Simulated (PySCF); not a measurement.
Input file:

```
{"job": {"kind": "nmr", "xc": "PBE0", "basis": "pcSseg-1", "pop": false}, "charge": 0, "multiplicity": 1}
O      1.750900    -1.232300     0.870600
C      1.120100    -0.247100     0.616200
O      1.803900     0.881100     0.323400
C     -0.314200    -0.115200     0.405600
C     -0.889600     0.994600    -0.165200
C     -2.265900     0.781800    -0.215200
O     -2.505200    -0.382300     0.320800
C     -1.381500    -1.008200     0.679500
H      2.760500     0.686500     0.319100
H     -0.394600     1.847200    -0.579500
H     -3.108200     1.355600    -0.588000
H     -1.305900    -2.011000     1.038400
```

Launched as:

```sh
OMP_NUM_THREADS=1 python probes_run.py task.json out
```

Geometry: GFN2-xTB, MD frame at 250 fs, 300 K.

Theory: PBE0/pcSseg-1, SCF density, gas phase, non-relativistic (PySCF).

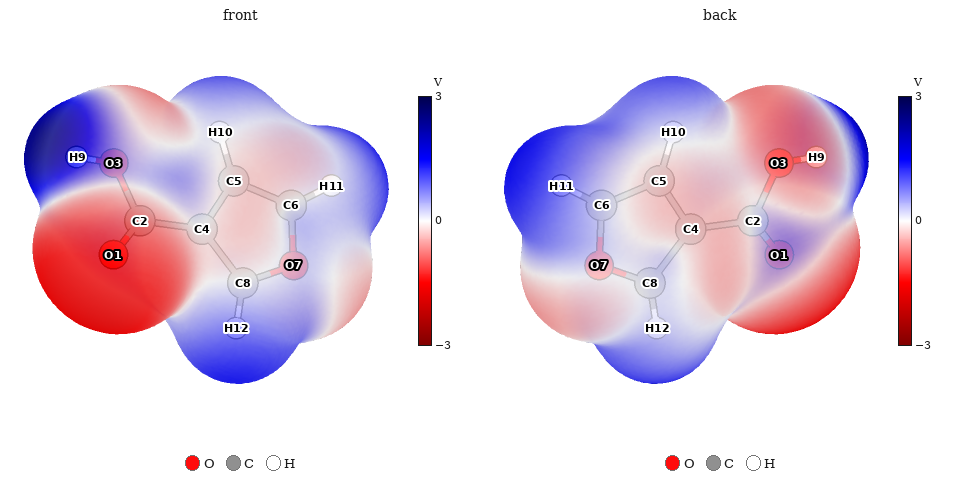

C5H4O3. The molecular electrostatic potential painted on the density surface at 0.002 e/bohr³, seen from the front and from behind; the colour scale runs from red (negative) to blue (positive).

Q: Describe the electrostatic potential map.

A: The most negative region (about −1.7 V) lies over O1, the most positive (about +2.5 V) over H9. O1 is the likeliest acceptor of a hydrogen bond.
